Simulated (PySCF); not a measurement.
## Electronic structure of C$_{5}$H$_{9}$PSi in real space

Input file:

```
{"job": {"kind": "nmr", "xc": "PBE0", "basis": "pcSseg-1", "pop": false}, "charge": 0, "multiplicity": 1}
C      2.542500     0.820600     0.327500
C      1.364800    -0.033200     0.694100
C      0.319000    -0.350200     1.142400
C     -0.939600    -0.901800     1.554800
C     -1.364900    -1.880200     0.400900
Si    -2.609200    -0.572400     0.586500
P     -2.350600     0.934800    -1.105600
H      3.491500     0.129700     0.564400
H      2.601600     1.582300     1.147100
H      2.408900     1.380900    -0.621300
H     -0.873900    -1.216700     2.581600
H     -1.458600    -2.895700     0.518500
H     -0.657200    -1.736500    -0.310900
H     -3.704000    -0.407500     1.710100
H     -3.423400     1.611000    -0.649900
H     -3.132000     0.122600    -1.964400
```

Command:

```sh
OMP_NUM_THREADS=1 python probes_run.py task.json out
```

Geometry: GFN2-xTB, MD frame at 250 fs, 600 K.

Method: PySCF 2.14.0, PBE0/pcSseg-1, SCF density, gas phase, non-relativistic.

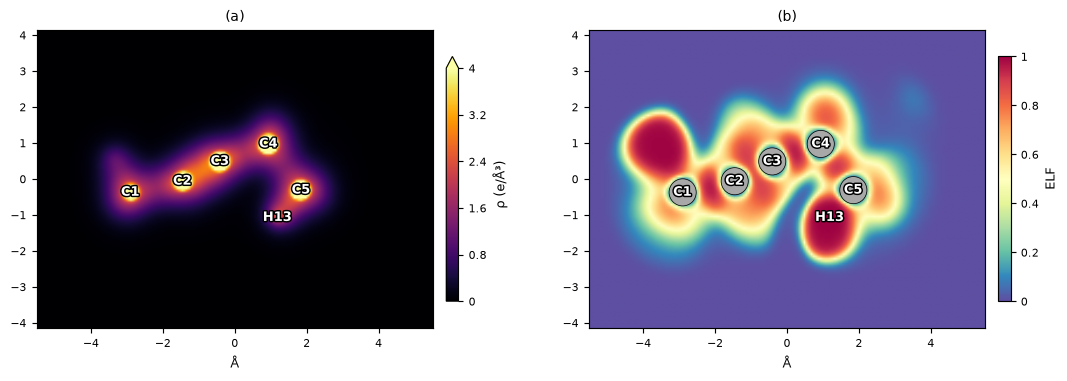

Figure 1. (a) total electron density; (b) ELF on the plane of atoms C3, C4 and C5. Grey discs cover the atomic cores in the ELF map.

Interpret the plot.

- The section cuts through C and H sites.
- C–C (1.18 Å): the density is about 2.8 e/Å³ at the midpoint; the ELF peaks at about 0.85 between the atoms: a short, multiple covalent bond.
- C–H (1.01 Å): ρ at the midpoint is about 2.3 e/Å³; the ELF climbs to about 1 towards the hydrogen, as it does in any bond to H (an ordinary covalent bond to hydrogen).

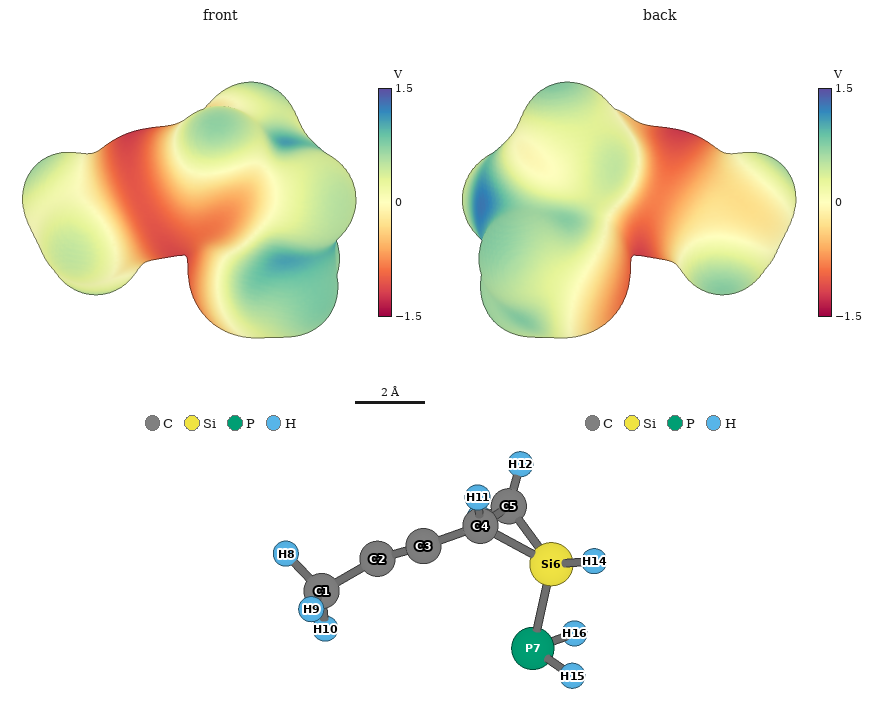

Figure 2. The molecular electrostatic potential painted on the density surface at 0.002 e/bohr³, seen from the front and from behind; the colour scale runs from red (negative) to blue (positive). The bare structure is drawn below in the same view.

Describe the electrostatic potential map.

The most negative region (about −1.2 V) lies over C2 and C3, the most positive (about +1.2 V) over Si6.

How polar is the molecule by this calculation?

Its dipole moment is 1.76 D.
